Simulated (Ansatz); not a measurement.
**H7NSi2 (SMILES [SiH3]N[SiH3]): density, localisation and related maps**

The calculation's input:

```
crystal:
  periodic: [false, false, false]
  atoms:
    - {symbol: Si, position_ang: [-1.042933, 0.758335, -0.879905]}
    - {symbol: N, position_ang: [0.119926, 0.500358, 0.368697]}
    - {symbol: Si, position_ang: [0.995707, -0.935337, 0.755455]}
    - {symbol: H, position_ang: [-1.373472, -0.567233, -1.458491]}
    - {symbol: H, position_ang: [-0.532341, 1.645221, -1.962529]}
    - {symbol: H, position_ang: [-2.274268, 1.393860, -0.336423]}
    - {symbol: H, position_ang: [0.361940, 1.317233, 0.912960]}
    - {symbol: H, position_ang: [0.403262, -2.042342, -0.034927]}
    - {symbol: H, position_ang: [0.897482, -1.242858, 2.208464]}
    - {symbol: H, position_ang: [2.444697, -0.827237, 0.426709]}
basis:
  gaussian: {orbitals: def2-TZVPP}
hamiltonian: {xc: pbe0, dispersion: d4}
output: {orbitals: {seedname: orbitals}}
```

Run with:

```sh
ansatz run in.yaml --threads 2 --pin off --events-out ev --progress --plain --max-ram 32768MiB --backend cpu
```

Geometry: PBE0-D4/def2-TZVP.

The calculation used RKS PBE0-D4/def2-TZVPP in Ansatz.

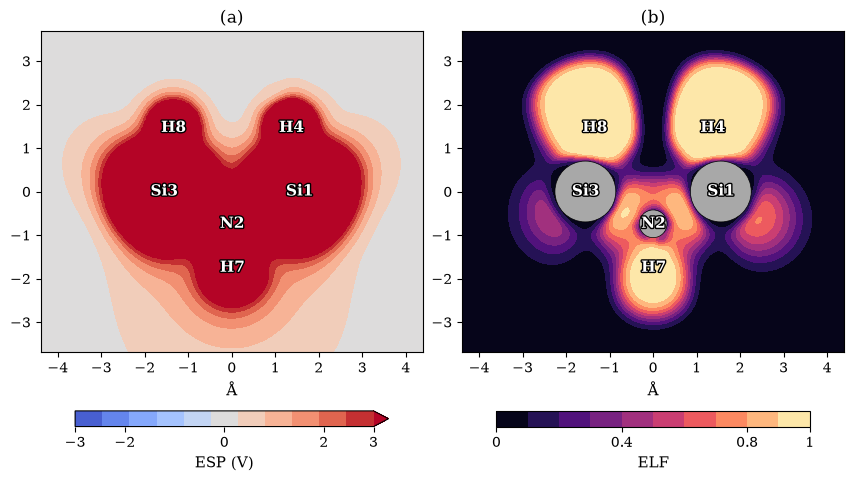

Figure 1. (a) electrostatic potential; (b) ELF on the plane of atoms Si3, N2 and H7. Grey discs cover the atomic cores in the ELF map.

**Describe what can be read from this map.**

The section cuts through Si, N and H sites. Si–N (1.73 Å): the ELF peaks at about 0.90 between the atoms (a shared but strongly polarised pair). N–H (1.01 Å): the ELF climbs to about 1 towards the hydrogen, as it does in any bond to H: a covalent bond by its length. Si–H (1.48 Å): the ELF climbs to about 1 towards the hydrogen. The potential has no marked negative region in this plane.

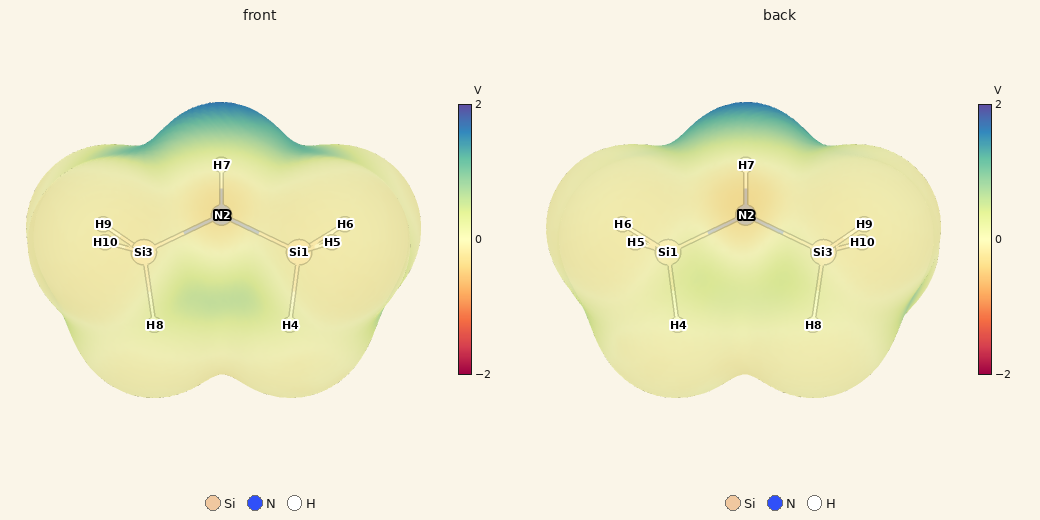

Figure 2. The molecular electrostatic potential painted on the density surface at 0.001 e/bohr³, seen from the front and from behind; the colour scale runs from red (negative) to blue (positive).

**Where is the surface potential most negative and most positive?**

The most negative region (about −0.3 V) lies over N2, the most positive (about +1.6 V) over H7.

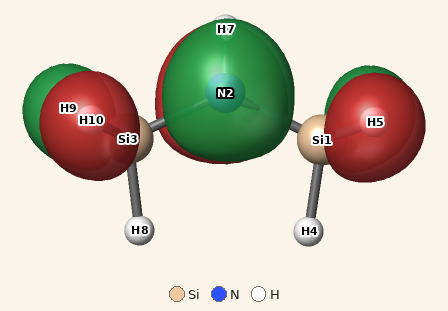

Figure 3. The HOMO at ±0.1 Å⁻³ᐟ² (green and red are the two phases), seen across its widest extent.

**What is the character of this orbital?**

It lies mainly on N2 (about 50 %), Si1 (about 10 %), Si3 (about 10 %), H5 (about 5 %) and H10 (about 5 %). Its energy is −7.52 eV.
